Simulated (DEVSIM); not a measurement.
Structure: Ru/SiO2/p-Si capacitor, at 250 K.

```tsv
layer (left to right)	material	thickness (nm)	Na (cm⁻³)
1	SiO2	1.00	-
2	Si	7100	6.6e15
```

Metal gate on the left, work function 4.7 eV. Fixed charge at the semiconductor interface -8.4e10 cm⁻² (in units of +e); no interface traps.

This is a model device: material constants are rounded textbook-type values typed into the input, and sizes, dopings and lifetimes were drawn at random. Values at 300 K; Nc and Nv go as T^1.5, mobilities as T to minus their exponent, the gap by Varshni's rule with the affinity fixed.

```tsv
parameter	SiO2	Si
gap (eV)	9	1.124
affinity (eV)	0.9	4.05
permittivity	3.9	11.7
Nc (cm⁻³)	-	2.86e19
Nv (cm⁻³)	-	3.1e19
Varshni α (eV/K)	-	0.000473
Varshni β (K)	-	636
```

Model (solved in DEVSIM): 1D Poisson equation in equilibrium, Boltzmann statistics, complete ionisation; no quantum confinement or tunnelling. Metal contacts follow the ideal Schottky-Mott rule: no Fermi-level pinning, no interface dipoles.

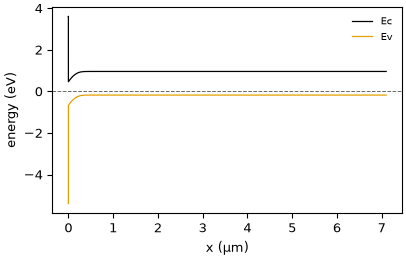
Fig. 1. Band edges at 0.2 V on the gate

Energies count from the Fermi level of the right contact; mesh points crowd at the junctions.

| x (μm) | Ec (eV) | Ev (eV) | n (cm⁻³) | p (cm⁻³) | field (V/cm) |
|---|---|---|---|---|---|
| 0.000 | 3.600 | -5.400 | < 1e2 | < 1e2 | 130000 |
| 0.0005526 | 3.607 | -5.393 | < 1e2 | < 1e2 | 130000 |
| 0.001311 | 0.464 | -0.672 | 9.6e9 | 670000 | 31000 |
| 0.002940 | 0.469 | -0.667 | 7.6e9 | 850000 | 31000 |
| 0.008124 | 0.485 | -0.651 | 3.6e9 | 1800000 | 30000 |
| 0.01790 | 0.514 | -0.622 | 9.3e8 | 6900000 | 29000 |
| 0.03791 | 0.571 | -0.565 | 6.7e7 | 9.6e7 | 27000 |
| 0.1051 | 0.732 | -0.404 | 38000 | 1.7e11 | 21000 |
| 0.2216 | 0.902 | -0.234 | < 1e2 | 4.5e14 | 8800 |
| 0.4673 | 0.959 | -0.177 | < 1e2 | 6.5e15 | 94 |
| 0.9851 | 0.960 | -0.176 | < 1e2 | 6.6e15 | ≈ 0 |
| 2.723 | 0.960 | -0.176 | < 1e2 | 6.6e15 | ≈ 0 |
| 4.893 | 0.960 | -0.176 | < 1e2 | 6.6e15 | ≈ 0 |
| 6.089 | 0.960 | -0.176 | < 1e2 | 6.6e15 | ≈ 0 |
| 6.723 | 0.960 | -0.176 | < 1e2 | 6.6e15 | ≈ 0 |
| 6.928 | 0.960 | -0.176 | < 1e2 | 6.6e15 | ≈ 0 |
| 7.020 | 0.960 | -0.176 | < 1e2 | 6.6e15 | ≈ 0 |
| 7.063 | 0.960 | -0.176 | < 1e2 | 6.6e15 | ≈ 0 |
| 7.088 | 0.960 | -0.176 | < 1e2 | 6.6e15 | ≈ 0 |
| 7.095 | 0.960 | -0.176 | < 1e2 | 6.6e15 | ≈ 0 |
| 7.099 | 0.960 | -0.176 | < 1e2 | 6.6e15 | ≈ 0 |
| 7.101 | 0.960 | -0.176 | < 1e2 | 6.6e15 | ≈ 0 |
